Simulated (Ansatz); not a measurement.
# SiNS (doublet): wB97M-V, B2PLYP, RPA-PBE over vertical spin and charge gaps and displaced geometries, cc-pVDZ, part 2 of 2

Ansatz 0.2.0, Gaussian basis; cc-pVDZ, all electrons in the functionals, frozen cores in the correlation of double hybrids and RPA.

**14. RPA-PBE, charge 0, doublet**

The input, in.yaml:

```yaml
crystal:
  periodic: [false, false, false]
  atoms:
    - {symbol: S, position_ang: [0.000000, 0.000000, -1.580500]}
    - {symbol: N, position_ang: [0.000000, 0.000000, -0.005800]}
    - {symbol: Si, position_ang: [0.000000, 0.000000, 1.586300]}
basis:
  gaussian: {orbitals: cc-pVDZ}
magnetization: {spin_polarized: true, initial_magnetization: 1}
hamiltonian: {xc: {name: PBE}}
correlation: {method: rpa, electrons: outside_noble_gas}
```

Launch:

```sh
$ ansatz run in.yaml --threads 1 --pin off --events-out ev --progress --plain --max-ram 2393MiB
```

Standard output (excerpt; [...] marks lines left out):

```text
Functional definition: PBE
  name "PBE"
  cite "Perdew, Burke & Ernzerhof, Phys. Rev. Lett. 77, 3865 (1996) doi:10.1103/PhysRevLett.77.3865"
  parent pbe
[...]
515 factors; integrals over basis functions are off by at most 1.2e-3 eV
[...]
mean field -20191.13483962 eV, -742.0105193133 hartree, gradient 7.6e-6 eV, S^2 0.752866; 4 other end points of the search recorded, 0 dependent functions left out
11 core orbitals not correlated: weight in the atoms' cores, before any rotation towards them, 1.000 or more for the frozen orbitals, at most 0.000 for the correlated occupied ones
reference -20158.80085469 eV, -740.8222672840 hartree; 8, 7 occupied and 31, 32 virtual orbitals, 515 factors
Total energy: -20174.68525471 eV, -741.4060082178 hartree
```

Wall time 14 s (1 thread of AMD EPYC, shared host).

From the report: ⟨S²⟩ of the determinant 0.753 (pure doublet: 0.75).

**15. RPA-PBE, charge 0, quartet**

Edit in.yaml of step 14 so:

```diff
@@ -8,3 +8,3 @@
   gaussian: {orbitals: cc-pVDZ}
-magnetization: {spin_polarized: true, initial_magnetization: 1}
+magnetization: {spin_polarized: true, initial_magnetization: 3}
 hamiltonian: {xc: {name: PBE}}
```

Same command.

Standard output (excerpt; [...] marks lines left out):

```text
Functional definition: PBE
  name "PBE"
  cite "Perdew, Burke & Ernzerhof, Phys. Rev. Lett. 77, 3865 (1996) doi:10.1103/PhysRevLett.77.3865"
  parent pbe
[...]
515 factors; integrals over basis functions are off by at most 1.2e-3 eV
[...]
mean field -20188.63329526 eV, -741.9185892536 hartree, gradient 9.0e-6 eV, S^2 3.757656; 10 other end points of the search recorded, 0 dependent functions left out
11 core orbitals not correlated: weight in the atoms' cores, before any rotation towards them, 1.000 or more for the frozen orbitals, at most 0.000 for the correlated occupied ones
reference -20157.30017667 eV, -740.7671183840 hartree; 9, 6 occupied and 30, 33 virtual orbitals, 515 factors
Total energy: -20172.27931148 eV, -741.3175914348 hartree
```

Run time: 25 s. Hardware: 1 thread of AMD EPYC, shared host.

From the report: ⟨S²⟩ of the determinant 3.758 (pure quartet: 3.75).

From charge 0, doublet: +2.406 eV.

**16. RPA-PBE, charge 1, singlet**

Edit in.yaml of step 15 so:

```diff
@@ -8,3 +8,4 @@
   gaussian: {orbitals: cc-pVDZ}
-magnetization: {spin_polarized: true, initial_magnetization: 3}
+total_charge: 1
+magnetization: {spin_polarized: true, initial_magnetization: 0}
 hamiltonian: {xc: {name: PBE}}
```

The command is unchanged.

Standard output (excerpt; [...] marks lines left out):

```text
Functional definition: PBE
  name "PBE"
  cite "Perdew, Burke & Ernzerhof, Phys. Rev. Lett. 77, 3865 (1996) doi:10.1103/PhysRevLett.77.3865"
  parent pbe
[...]
515 factors; integrals over basis functions are off by at most 1.2e-3 eV
[...]
mean field -20182.83649411 eV, -741.7055607407 hartree, gradient 1.5e-6 eV, S^2 1.003692; 9 other end points of the search recorded, 0 dependent functions left out
11 core orbitals not correlated: weight in the atoms' cores, before any rotation towards them, 1.000 or more for the frozen orbitals, at most 0.000 for the correlated occupied ones
reference -20151.54746840 eV, -740.5557102542 hartree; 7, 7 occupied and 32, 32 virtual orbitals, 515 factors
Total energy: -20166.61450169 eV, -741.1094135147 hartree
```

It took 35 s on 1 thread of AMD EPYC, shared host.

From the report: ⟨S²⟩ of the determinant 1.004 (pure singlet: 0.00). The determinant is far from a pure spin state, so its energy mixes those of several spin states (harmless only where they are near-degenerate, as at dissociation).

From charge 0, doublet: +8.071 eV.

**17. RPA-PBE, charge 1, triplet**

Edit in.yaml of step 16 so:

```diff
@@ -9,3 +9,3 @@
 total_charge: 1
-magnetization: {spin_polarized: true, initial_magnetization: 0}
+magnetization: {spin_polarized: true, initial_magnetization: 2}
 hamiltonian: {xc: {name: PBE}}
```

The command is unchanged.

Standard output (excerpt; [...] marks lines left out):

```text
Functional definition: PBE
  name "PBE"
  cite "Perdew, Burke & Ernzerhof, Phys. Rev. Lett. 77, 3865 (1996) doi:10.1103/PhysRevLett.77.3865"
  parent pbe
[...]
515 factors; integrals over basis functions are off by at most 1.2e-3 eV
[...]
mean field -20183.07107463 eV, -741.7141814156 hartree, gradient 4.3e-6 eV, S^2 2.004109; 0 other end points of the search recorded, 0 dependent functions left out
11 core orbitals not correlated: weight in the atoms' cores, before any rotation towards them, 1.000 or more for the frozen orbitals, at most 0.000 for the correlated occupied ones
reference -20151.96946434 eV, -740.5712183188 hartree; 8, 6 occupied and 31, 33 virtual orbitals, 515 factors
Total energy: -20166.87207944 eV, -741.1188793225 hartree
```

Wall time 4.6 s (1 thread of AMD EPYC, shared host).

From the report: ⟨S²⟩ of the determinant 2.004 (pure triplet: 2.00).

From charge 0, doublet: +7.813 eV.

**18. RPA-PBE, displaced geometry v1**

The input, in.yaml:

```yaml
crystal:
  periodic: [false, false, false]
  atoms:
    - {symbol: S, position_ang: [-0.015433, -0.009008, -1.558860]}
    - {symbol: N, position_ang: [-0.016266, -0.025151, 0.004687]}
    - {symbol: Si, position_ang: [0.031698, 0.034159, 1.554173]}
basis:
  gaussian: {orbitals: cc-pVDZ}
magnetization: {spin_polarized: true, initial_magnetization: 1}
hamiltonian: {xc: {name: PBE}}
correlation: {method: rpa, electrons: outside_noble_gas}
```

Same command.

Standard output (excerpt; [...] marks lines left out):

```text
Functional definition: PBE
  name "PBE"
  cite "Perdew, Burke & Ernzerhof, Phys. Rev. Lett. 77, 3865 (1996) doi:10.1103/PhysRevLett.77.3865"
  parent pbe
[...]
515 factors; integrals over basis functions are off by at most 1.1e-3 eV
[...]
mean field -20190.98105440 eV, -742.0048678108 hartree, gradient 9.2e-11 eV, S^2 0.752802; 8 other end points of the search recorded, 0 dependent functions left out
11 core orbitals not correlated: weight in the atoms' cores, before any rotation towards them, 1.000 or more for the frozen orbitals, at most 0.000 for the correlated occupied ones
reference -20158.80014285 eV, -740.8222411243 hartree; 8, 7 occupied and 31, 32 virtual orbitals, 515 factors
Total energy: -20174.52071709 eV, -741.3999615717 hartree
```

It took 56 s on 1 thread of AMD EPYC, shared host.

From the report: ⟨S²⟩ of the determinant 0.753 (pure doublet: 0.75).

From charge 0, doublet: +0.165 eV.

**19. RPA-PBE, displaced geometry v2**

The input, in.yaml:

```yaml
crystal:
  periodic: [false, false, false]
  atoms:
    - {symbol: S, position_ang: [0.084376, 0.005225, -1.585502]}
    - {symbol: N, position_ang: [-0.080498, 0.013599, 0.000791]}
    - {symbol: Si, position_ang: [-0.003878, -0.018825, 1.584711]}
basis:
  gaussian: {orbitals: cc-pVDZ}
magnetization: {spin_polarized: true, initial_magnetization: 1}
hamiltonian: {xc: {name: PBE}}
correlation: {method: rpa, electrons: outside_noble_gas}
```

Launched as before.

Standard output (excerpt; [...] marks lines left out):

```text
Functional definition: PBE
  name "PBE"
  cite "Perdew, Burke & Ernzerhof, Phys. Rev. Lett. 77, 3865 (1996) doi:10.1103/PhysRevLett.77.3865"
  parent pbe
[...]
515 factors; integrals over basis functions are off by at most 1.2e-3 eV
[...]
mean field -20191.12100958 eV, -742.0100110685 hartree, gradient 5.8e-9 eV, S^2 0.752908; 9 other end points of the search recorded, 0 dependent functions left out
11 core orbitals not correlated: weight in the atoms' cores, before any rotation towards them, 1.000 or more for the frozen orbitals, at most 0.000 for the correlated occupied ones
reference -20158.79753940 eV, -740.8221454491 hartree; 8, 7 occupied and 31, 32 virtual orbitals, 515 factors
Total energy: -20174.68747837 eV, -741.4060899357 hartree
```

It took 40 s on 1 thread of AMD EPYC, shared host.

From the report: ⟨S²⟩ of the determinant 0.753 (pure doublet: 0.75).

From charge 0, doublet: -0.002 eV.

**20. Against the wave-function levels**

The yardstick is RCCSDT(Q), where the cluster series has nearly closed. It comes from earlier runs at the same points. Energies in eV, counted from charge 0, doublet; blanks weren't run or aren't comparable.

| level | doublet to quartet | ionisation to the singlet cation | ionisation to the triplet cation | displacement v1 | displacement v2 |
| --- | --- | --- | --- | --- | --- |
| RCCSDT(Q) | 2.480 |  | 7.705 | 0.148 |  |
| wB97M-V | 2.516 | 8.158 | 7.854 | 0.090 | 0.001 |
| B2PLYP | 2.459 | 8.151 | 7.873 | 0.127 | 0.005 |
| RPA-PBE | 2.406 | 8.071 | 7.813 | 0.165 | -0.002 |

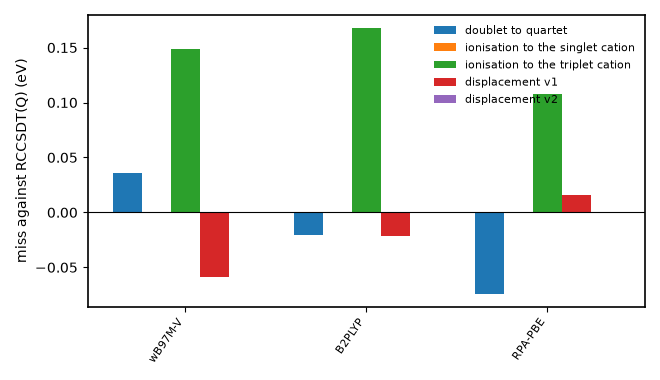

Misses of the gaps against RCCSDT(Q).

Largest miss and mean time a point (RCCSDT(Q) took 2.6 min a point; shared hosts):

| level | largest miss (eV) | where | time a point |
| --- | --- | --- | --- |
| wB97M-V | +0.149 | ionisation to the triplet cation | 33 s |
| B2PLYP | +0.168 | ionisation to the triplet cation | 20 s |
| RPA-PBE | +0.108 | ionisation to the triplet cation | 29 s |

**21. Summary of results**

The summary covers parts 1 to 2.

| quantity | value |
| --- | --- |
| doublet to quartet, RCCSDT(Q) | 2.480 eV |
| ionisation to the triplet cation, RCCSDT(Q) | 7.705 eV |
| displacement v1, RCCSDT(Q) | 0.148 eV |
| largest miss, wB97M-V | +0.149 eV (ionisation to the triplet cation) |
| largest miss, B2PLYP | +0.168 eV (ionisation to the triplet cation) |
| largest miss, RPA-PBE | +0.108 eV (ionisation to the triplet cation) |

Misses are known at 3 of 5 points at best, and only functionals with that many are ranked. Of the functionals, RPA-PBE keep the smallest largest miss at the points compared (at most 0.108 eV) and B2PLYP strays most (0.168 eV, at ionisation to the triplet cation). wB97M-V, B2PLYP, RPA-PBE clearly break the spin symmetry at some points (⟨S²⟩ up to 1.01 above the pure value), so energy there is bought with a mixed spin. Functionals and the yardstick converge differently with the basis, so part of each miss in cc-pVDZ is the basis.
